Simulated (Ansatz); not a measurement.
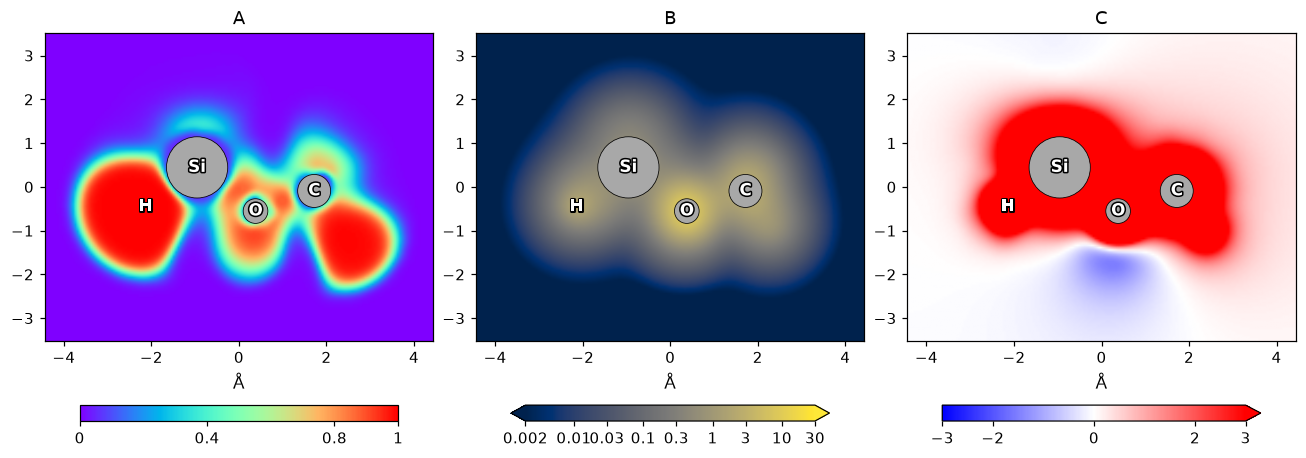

CH$_{5}$FOSi: 3 fields on the plane of atoms H2, Si1 and O4, with unlabelled colour scales. Grey discs cover the atomic cores.

The calculation used RKS B3LYP/cc-pVDZ in Ansatz.

The panels show electron density, electron localisation function and electrostatic potential in some order. Assign them.

Answer. Panel A: electron localisation function. Panel B: electron density. Panel C: electrostatic potential (strongly positive close to the atoms, with negative regions outside electron-rich atoms). From the grid: C–O (1.42 Å): ρ is about 1.9 e/Å³ halfway, with its minimum of 1.6 e/Å³ about 0.5 Å from C; the ELF peaks at about 0.90 between the atoms (a polar covalent bond). Si–O (1.67 Å): ρ at the midpoint is about 1 e/Å³; the ELF peaks at about 0.85 between the atoms (a shared but strongly polarised pair).
